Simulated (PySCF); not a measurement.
Vertical excitations of a molecule C4H10OSi from TDA-B3LYP/def2-SVPD (PySCF), as energy in eV (oscillator strength): 6.51 (0.037), 6.67 (0.002), 6.84 (0.048), 7.14 (0.005), 7.19 (0.003), 7.29 (0.038). Lowest triplet (TDA): 6.13 eV. Coordinates come from a PBE-D3(BJ)/def2-SVP optimisation. One conformer was computed; it need not be the lowest.

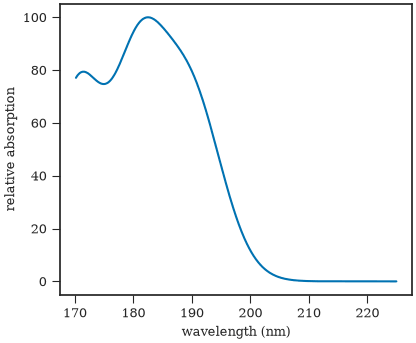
The lines broadened by 0.4 eV.

Pick the molecule that these values belong to.
A. OCC/C=C/[SiH3]
B. C[C@H]1C[Si@H](O)C1
C. CO/C=C/C[SiH3]
D. OC[C@H]1CC[SiH2]1

D, OC[C@H]1CC[SiH2]1
